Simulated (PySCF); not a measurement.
**RuN (charge +1, triplet): density, localisation and related maps**

```yaml
atoms:
  - { symbol: Ru, position_ang: [0.0000, 0.0000, -0.1900] }
  - { symbol: N, position_ang: [0.0000, 0.0000, 1.3830] }
```

Core potentials replace the inner electrons of Ru.

Level of theory: PySCF 2.14.0, PBE0/def2-TZVPPD, non-relativistic Hamiltonian with scalar-relativistic core potentials where named, at a bond length of 1.573 Å.

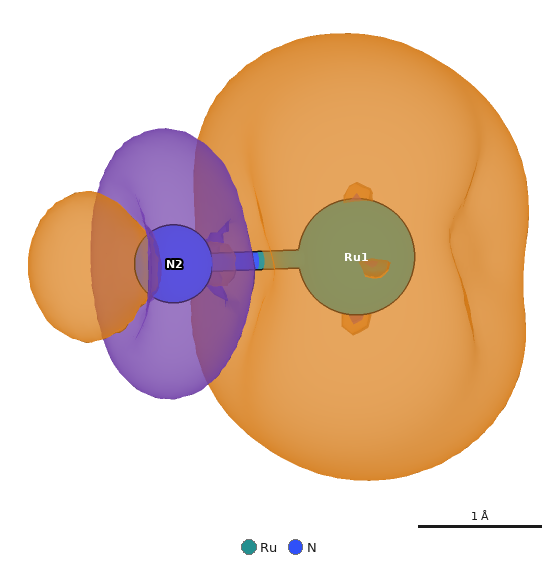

Figure 1. Isosurfaces of the spin density at +0.015 (orange) and −0.015 e/Å³ (purple), seen from one side.

Which atoms carry the spin?

Answer. The unpaired spin (2 electrons) lies mostly on Ru1 (about 2.1), in electrons by Hirshfeld's partition, with opposite, polarisation-induced spin on N2.

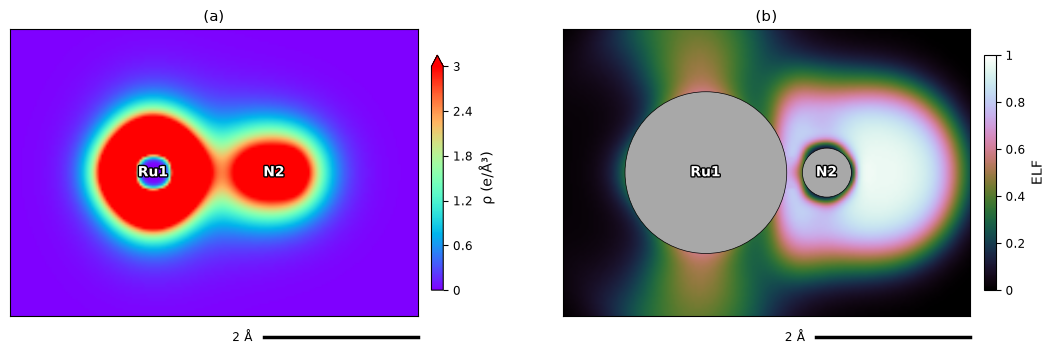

Figure 2. (a) electron density; (b) electron localisation function on a plane that holds the molecular axis. Grey discs cover the atomic cores in the ELF map.

Describe what can be read from this map.

Answer.
- The plane passes through Ru and N nuclei.
- Ru–N (1.57 Å): the density is about 2.8 e/Å³ at the midpoint, with its minimum of 2.5 e/Å³ about 0.9 Å from Ru; the ELF peaks at about 0.70 in the valence shell of N, 0.5 Å from its nucleus, and drops to about 0.45 between the two atoms.

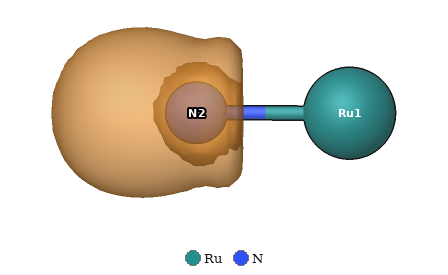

Figure 3. Isosurface of the electron localisation function at 0.75 (orange), seen from one side. Core shells and regions of very low density are left out.

Describe the localisation domains.

Answer. The surface consists of one lobe on N, pointing away from the bonds (non-bonding electrons).
